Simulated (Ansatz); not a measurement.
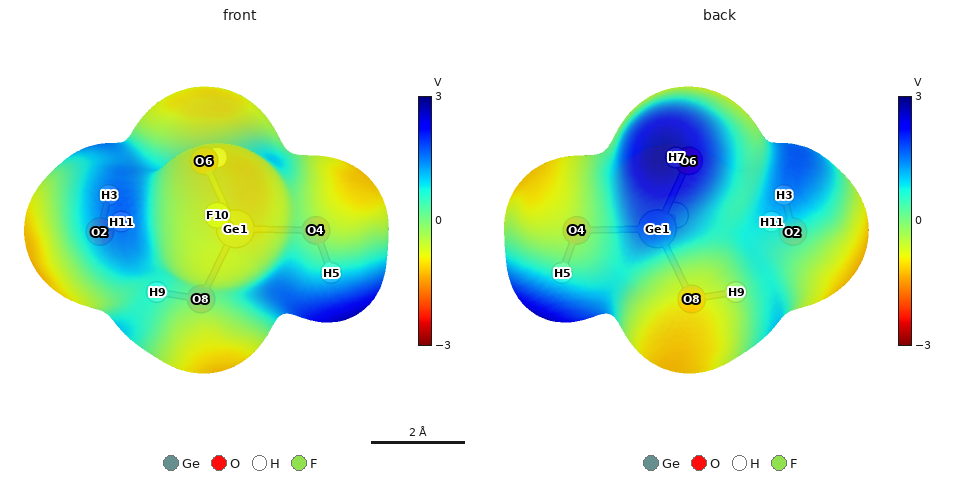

The picture shows: FGeH$_{3}$O$_{3}$···H$_{2}$O. The molecular electrostatic potential painted on the density surface at 0.002 e/bohr³, seen from the front and from behind; the colour scale runs from red (negative) to blue (positive).

Not at a stationary point (largest force 1.2 eV/Å).

These are results of RKS PBE-D4/def2-SVP in Ansatz 0.2.0, not measurements.

```xyz
11

Ge    0.4409    0.1044   -0.2440
O    -0.8730   -0.0293    2.4131
H    -1.4092    0.5791    1.8606
O     1.2157    0.1067   -1.8339
H     1.6909   -0.7354   -1.9743
O    -0.9414    1.2339   -0.2724
H    -1.5299    1.0417   -1.0263
O     0.0738   -1.5432    0.2723
H    -0.3417   -1.3991    1.1650
F     1.4156    0.8539    0.9595
H    -0.0147    0.4651    2.4784
```

> Describe the electrostatic potential map.

The most negative region (about −1.3 V) lies over O2 and O8, the most positive (about +2.7 V) over H5 and H7.
